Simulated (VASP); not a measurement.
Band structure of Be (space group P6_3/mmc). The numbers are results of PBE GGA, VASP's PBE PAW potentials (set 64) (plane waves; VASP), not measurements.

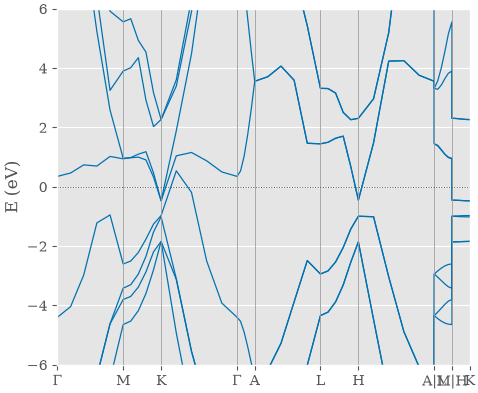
Figure: Bands along high-symmetry lines, zero at the valence-band maximum or, without a gap, the Fermi level

**Question.** Read the plot: is there a gap, and where are the band edges?

**Answer.** It has no gap at this level: it comes out as a metal or semimetal.

The structure was generated: Be was put into an ordered model structure, which need not be its known phase. The cell was not relaxed at this level.
